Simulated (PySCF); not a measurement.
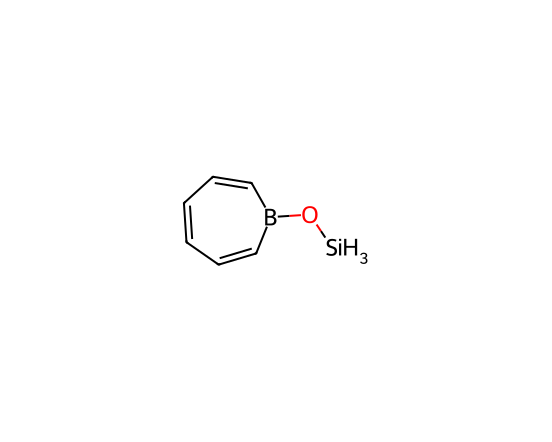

Skeletal drawing of a molecule.

Write the SMILES.

[SiH3]OB1C=CC=CC=C1

What is the molecular formula?

C6H9BOSi.

An optimisation with PBE0-D3(BJ)/def2-SVP gave a structure of which point group?

C1. Other conformers may differ.

The parts below concern this one geometry. Atoms keep their numbers from picture to picture. The geometry was computed by an optimisation with PBE0-D3(BJ)/def2-SVP. No frequency run is at hand to confirm it as a minimum.

## Shape

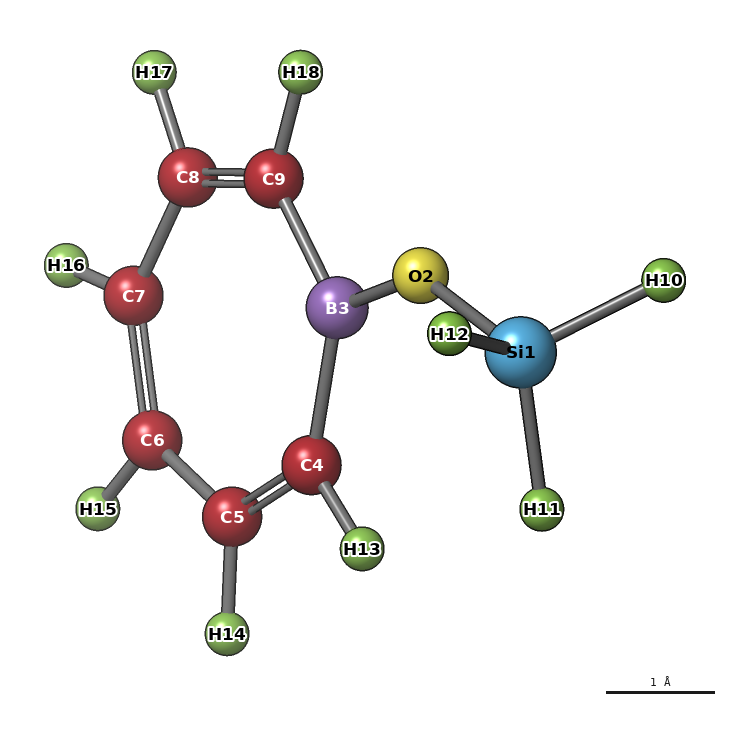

The atoms are numbered. No frequency run is at hand to confirm it as a minimum.

How are the neighbours of atom 4 arranged?

C4 has 3 neighbours (B3 at 1.54, C5 at 1.37, H13 at 1.10 Å); the arrangement is trigonal planar.

What is the geometry at O2?

O2 has 2 neighbours (Si1 at 1.66, B3 at 1.38 Å); the arrangement is bent.

What is the geometry at B3?

B3 has 3 neighbours (O2 at 1.38, C4 at 1.54, C9 at 1.54 Å); the arrangement is trigonal planar.

Describe the coordination of atom 8.

C8 has 3 neighbours (C7 at 1.43, C9 at 1.37, H17 at 1.10 Å); the arrangement is trigonal planar.

What is the dihedral angle O2–B3–C4–C5?

180° in size, that is anti.

## Ring current

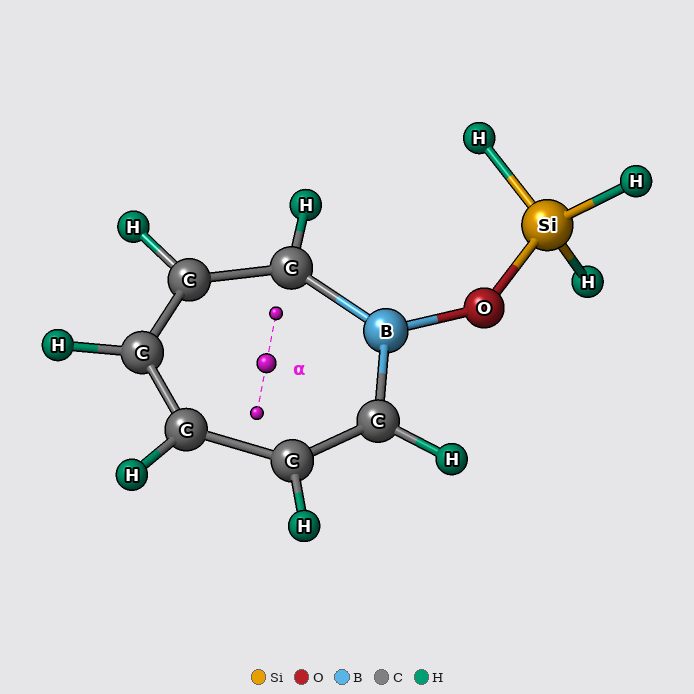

The small points mark where nucleus-independent chemical shifts (NICS) were computed: at the centre of each lettered ring and 1 Å above and below it. No frequency run is at hand to confirm it as a minimum. Level of theory: GIAO ωB97X-D/pcSseg-1 NMR shielding, non-relativistic, gas phase (PySCF 2.14.0).

Give NICS(0), NICS(1) and the out-of-plane component NICS(1)zz for each ring (means of the two sides).

```
ring  members  NICS(0)  NICS(1)  NICS(1)zz
   α      C6B     −2.0     −5.3      −13.1
```

Values in ppm.

## Charges

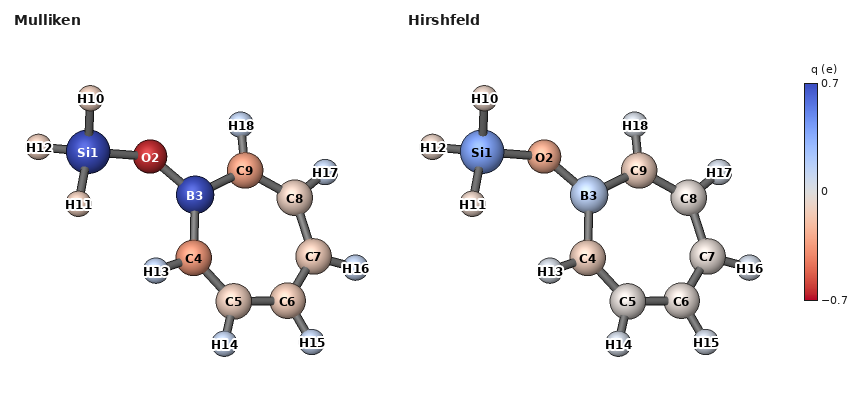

Atomic charges of one calculation by 2 schemes, on one colour scale. No frequency run is at hand to confirm it as a minimum. Computed with PBE0/pcSseg-1 in chloroform (IEF-PCM) (PySCF 2.14.0).

Which scheme gives the most polar picture (largest mean size of the charges)?

The Mulliken charges are the largest in size here.

On which atom do the schemes disagree most?

On B3 (from 0.16 to 0.69 e).

List the charges (e), one line for each set of equivalent atoms.

```json
{"atom": "Si1", "Mulliken": "0.69", "Hirshfeld": "0.39"}
{"atom": "O2", "Mulliken": "−0.64", "Hirshfeld": "−0.26"}
{"atom": "B3", "Mulliken": "0.69", "Hirshfeld": "0.16"}
{"atom": "C4", "Mulliken": "−0.34", "Hirshfeld": "−0.12"}
{"atom": "C5", "Mulliken": "−0.11", "Hirshfeld": "−0.03"}
{"atom": "C6", "Mulliken": "−0.13", "Hirshfeld": "−0.04"}
{"atom": "C7", "Mulliken": "−0.13", "Hirshfeld": "−0.03"}
{"atom": "C8", "Mulliken": "−0.10", "Hirshfeld": "−0.03"}
{"atom": "C9", "Mulliken": "−0.31", "Hirshfeld": "−0.11"}
{"atom": "H10", "Mulliken": "−0.11", "Hirshfeld": "−0.08"}
{"atom": "H11", "Mulliken": "−0.12", "Hirshfeld": "−0.08"}
{"atom": "H12", "Mulliken": "−0.11", "Hirshfeld": "−0.08"}
{"atom": "H13", "Mulliken": "0.13", "Hirshfeld": "0.04"}
{"atom": "H14", "Mulliken": "0.12", "Hirshfeld": "0.05"}
{"atom": "H15", "Mulliken": "0.12", "Hirshfeld": "0.06"}
{"atom": "H16", "Mulliken": "0.12", "Hirshfeld": "0.06"}
{"atom": "H17", "Mulliken": "0.12", "Hirshfeld": "0.05"}
{"atom": "H18", "Mulliken": "0.12", "Hirshfeld": "0.04"}
```

## Excitation

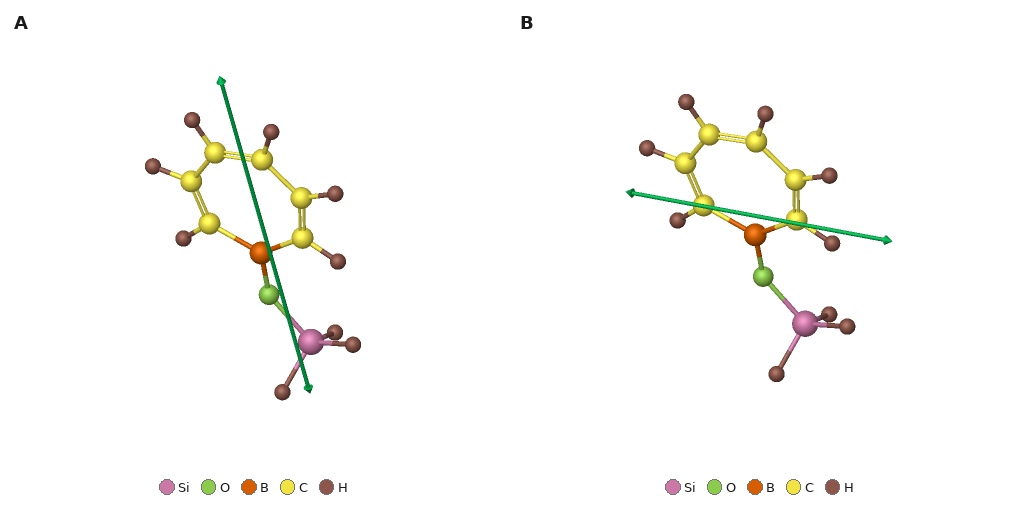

The double arrows show the directions of two transition dipoles from the ground state (lengths mean nothing). No frequency run is at hand to confirm it as a minimum. Properties computed with TDDFT B3LYP/def2-SVPD, vertical, gas phase, core orbitals frozen in the response (PySCF 2.14.0).

One belongs to singlet state 1 and one to singlet state 2. Which is which?

A: state 2, 4.60 eV (269 nm), oscillator strength 0.066, mainly HOMO → LUMO+1 (weight 0.70).
B: state 1, 4.28 eV (290 nm), oscillator strength 0.12, mainly HOMO → LUMO (weight 0.96).

Mulliken values depend strongly on the basis set and can even reverse the polarity of a bond.
